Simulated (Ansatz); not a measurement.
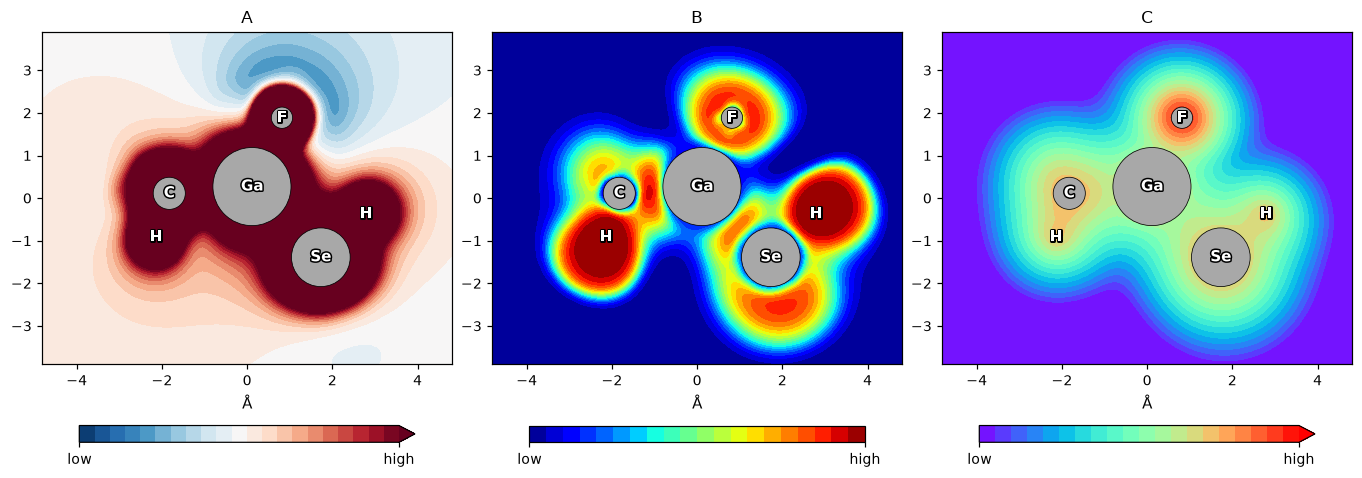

CH$_{4}$FGaSe (SMILES [CH3][Ga]([F])[SeH]): 3 fields on the plane of atoms C1, Ga2 and Se4, with unlabelled colour scales. Grey discs cover the atomic cores.

Geometry: PBE0-D4/def2-TZVP.

Theory: Ansatz 0.2.0, RKS PBE0-D4/def2-TZVPP.

Which field does each panel show? The fields are: electron density, electron localisation function and electrostatic potential.

Panel A: electrostatic potential (strongly positive close to the atoms, with negative regions outside electron-rich atoms). Panel B: electron localisation function. Panel C: electron density. From the grid: Ga–F (1.76 Å): the density is about 0.87 e/Å³ at the midpoint; the ELF peaks at about 0.80 in the valence shell of F, 0.6 Å from its nucleus, and is about 0.15 at the midpoint. C–Ga (1.95 Å): ρ is about 0.81 e/Å³ halfway; the ELF peaks at about 0.90 in the valence shell of C, 0.7 Å from its nucleus, and is about 0.55 at the midpoint.
